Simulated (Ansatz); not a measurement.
C$_{3}$H$_{7}$AlF$_{2}$ (SMILES C[CH](C)[Al]([F])[F])

```xyz
13

C    -0.4401   -0.8093   -1.1522
C     0.3642    0.0259   -0.1549
C     0.5554   -0.7046    1.1750
Al   -0.3550    1.8240    0.0709
F    -1.2026    2.5756   -1.1229
F    -0.1202    2.6865    1.4529
H     0.0492   -1.7728   -1.3336
H    -0.5561   -0.3090   -2.1163
H    -1.4441   -1.0272   -0.7759
H     1.3624    0.1897   -0.5894
H     1.0553   -1.6671    1.0197
H    -0.4032   -0.9171    1.6579
H     1.1554   -0.1292    1.8838
```

Geometry: PBE0-D4/def2-TZVP.

All numbers below come from RKS PBE0-D4/def2-TZVPP (Ansatz 0.2.0).

### What can the converged electron density and electron localisation function tell about the bonding?

Al–F (1.65 Å): ρ is about 0.93 e/Å³ halfway; the ELF peaks at about 0.85 in the valence shell of F, 0.6 Å from its nucleus, and is about 0.35 at the midpoint.
C–Al (1.95 Å): ρ is about 0.74 e/Å³ halfway; the ELF peaks at about 0.95 between the atoms; a shared but strongly polarised pair.

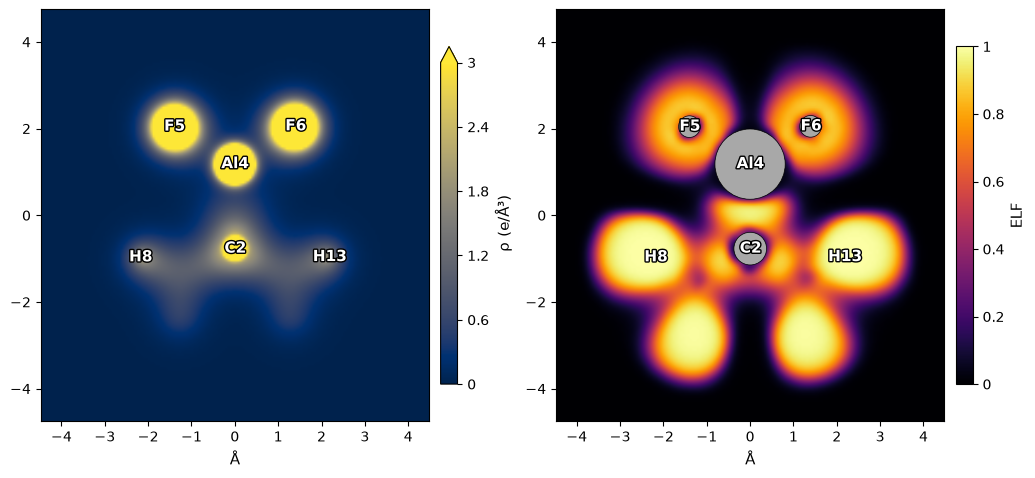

Computed electron density and electron localisation function on the plane of atoms C2, Al4 and F6, in this order. Grey discs cover the atomic cores in the ELF map. 
